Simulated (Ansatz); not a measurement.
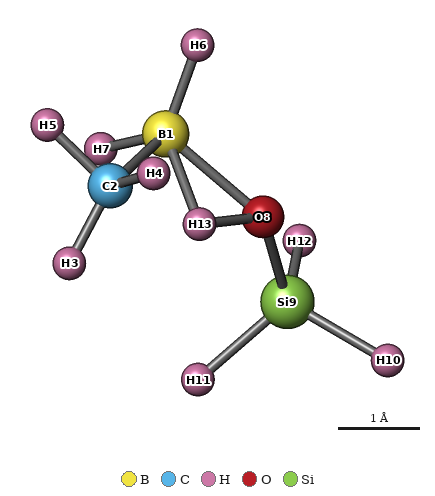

The structure as given in the input (ball-and-stick view, seen at a tilt; atoms are numbered from 1 in the order of the input).

## Frequency calculation of CH9BOSi

System: CH9BOSi.
Method: RHF/6-31G* (Ansatz 0.2.0).

It belongs to a series of runs on one base structure; here: vibrations at the highest image of the band. Figures and captions count atoms from 1; the log counts them from 0 in places.

**Input**
```yaml
crystal:
  periodic: [false, false, false]
  atoms:
    - { symbol: B, position_ang: [0.053686, -0.272034, 0.181544] }
    - { symbol: C, position_ang: [-0.050688, -0.009888, 1.954043] }
    - { symbol: H, position_ang: [-0.945403, -0.28198, 2.508898] }
    - { symbol: H, position_ang: [0.826025, -0.182253, 2.571319] }
    - { symbol: H, position_ang: [-0.109883, 1.060129, 1.787529] }
    - { symbol: H, position_ang: [1.07305, 0.204454, -0.200031] }
    - { symbol: H, position_ang: [-0.979724, 0.083535, -0.298335] }
    - { symbol: O, position_ang: [0.152725, -1.855406, 0.238972] }
    - { symbol: Si, position_ang: [-0.883401, -2.941759, -0.473302] }
    - { symbol: H, position_ang: [-0.384873, -4.296858, -0.195416] }
    - { symbol: H, position_ang: [-2.237271, -2.7928, 0.091349] }
    - { symbol: H, position_ang: [-0.919809, -2.697035, -1.922822] }
    - { symbol: H, position_ang: [0.023965, -1.227806, 1.25515] }
basis:
  gaussian: { orbitals: "6-31G*" }
hamiltonian:
  xc: hf
phonons: {}
```

Launched with:
```bash
ansatz run input.yaml --threads 1 --pin off --max-ram 2048MiB --backend cpu --events-out ev --progress --plain --runs-dir out
```

**Log**
```
Engine: ansatz 0.2.0, x86_64-unknown-linux-gnu
Functional definition: HF
  exchange = exact_x
  correlation = 0
947 factors; integrals over basis functions are off by at most 6.8e-4 eV
mean field evaluation 1: about -11739.4257 eV, gradient 3.2e1 eV
mean field evaluation 2: about -11739.4960 eV, gradient 3.2e1 eV
mean field evaluation 4: about -11742.0059 eV, gradient 4.2e0 eV
mean field evaluation 8: about -11742.0534 eV, gradient 9.8e-5 eV
mean field -11742.05343097 eV, -431.5125045386 hartree, gradient 1.7e-5 eV, S^2 0.000000; 0 other end points of the search recorded, 0 dependent functions left out
the calculation of the forces begins
reference -11742.05343097 eV, -431.5125045386 hartree; 21, 21 occupied and 61, 61 virtual orbitals, 947 factors
these checks for a lower state are left out or cut short: stability, starts, cluster_reference, orbital_swaps, neighbouring_geometries, increment
947 factors; integrals over basis functions are off by at most 6.8e-4 eV
mean field evaluation 16: about -11742.0533 eV, gradient 2.3e-6 eV
mean field -11742.05327885 eV, -431.5124989482 hartree, gradient 2.3e-6 eV, S^2 0.000000; 0 other end points of the search recorded, 0 dependent functions left out
[... from here on the field's lines of each further geometry are left out, up to the last ...]
the calculation of the forces begins
reference -11742.05340434 eV, -431.5125035598 hartree; 21, 21 occupied and 61, 61 virtual orbitals, 947 factors
these checks for a lower state are left out or cut short: stability, starts, cluster_reference, orbital_swaps, neighbouring_geometries, increment
947 factors; integrals over basis functions are off by at most 6.8e-4 eV
mean field -11742.05339658 eV, -431.5125032748 hartree, gradient 2.1e-6 eV, S^2 0.000000; 0 other end points of the search recorded, 0 dependent functions left out
the calculation of the forces begins
reference -11742.05339658 eV, -431.5125032748 hartree; 21, 21 occupied and 61, 61 virtual orbitals, 947 factors
WARN: phonons: modes at or below zero, which the zero-point energy, F, S and C_V leave out: 1, the lowest at -1979.86 cm⁻¹. A minimum has none, and a first-order saddle one
Total energy: -11742.05343097 eV, -431.5125045386 hartree
Atom 0 at     0.053686    -0.272034     0.181544 Å, force    -0.001038    -0.000705    -0.000859 eV/Å
Atom 1 at    -0.050688    -0.009888     1.954043 Å, force    -0.002663    -0.000498     0.000113 eV/Å
Atom 2 at    -0.945403    -0.281980     2.508898 Å, force     0.000421     0.000532    -0.000728 eV/Å
Atom 3 at     0.826025    -0.182253     2.571319 Å, force     0.000269    -0.000244     0.000863 eV/Å
Atom 4 at    -0.109883     1.060129     1.787529 Å, force     0.001354     0.000034    -0.000059 eV/Å
Atom 5 at     1.073050     0.204454    -0.200031 Å, force    -0.000122    -0.000073    -0.001190 eV/Å
Atom 6 at    -0.979724     0.083535    -0.298335 Å, force    -0.000451     0.000055     0.001051 eV/Å
Atom 7 at     0.152725    -1.855406     0.238972 Å, force    -0.004129    -0.000325     0.001302 eV/Å
Atom 8 at    -0.883401    -2.941759    -0.473302 Å, force     0.001041     0.000092    -0.001300 eV/Å
Atom 9 at    -0.384873    -4.296858    -0.195416 Å, force    -0.000307    -0.000036     0.000222 eV/Å
Atom 10 at    -2.237271    -2.792800     0.091349 Å, force     0.000079    -0.000086    -0.000659 eV/Å
Atom 11 at    -0.919809    -2.697035    -1.922822 Å, force     0.000762    -0.000032    -0.000264 eV/Å
Atom 12 at     0.023965    -1.227806     1.255150 Å, force     0.004786     0.001285     0.001508 eV/Å
Dipole moment:    -0.175907    -0.165109     0.226904 e Å
Vibrations: -1979.86 90.18 114.69 148.70 203.90 494.52 633.03 639.85 690.35 785.90 799.54 895.92 922.81 955.44 1045.29 1048.92 1056.26 1086.11 1222.34 1253.15 1311.57 1451.93 1616.54 1620.38 2100.14 2389.99 2411.89 2417.28 2684.08 2774.28 3197.73 3269.44 3283.28 cm⁻¹, zero-point energy 2.765805 eV
```

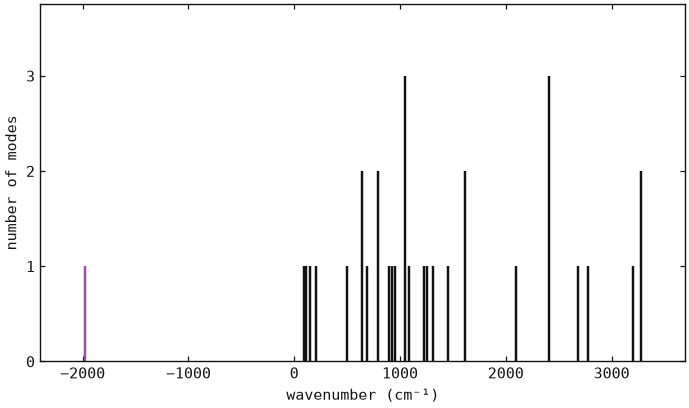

Harmonic vibrational wavenumbers from the force constants; neighbouring modes closer than 24 cm⁻¹ are counted in one stick, and imaginary ones are drawn at negative wavenumbers. 33 modes from 1980i to 3283 cm⁻¹, 1 imaginary beyond 8i (1980i cm⁻¹): a first-order saddle point, if the geometry is stationary.

**Summary**

- outcome: converged
- total energy: −11742.0534 eV
- mean-field energy: −11742.0534 eV
- largest force (length of the vector): 0.005 eV/Å
- hardware: 1 thread of AMD EPYC (Zen 3), 32 GiB of memory available, shared host
- wall time: 2.6 min
- peak memory: 0.16 GiB
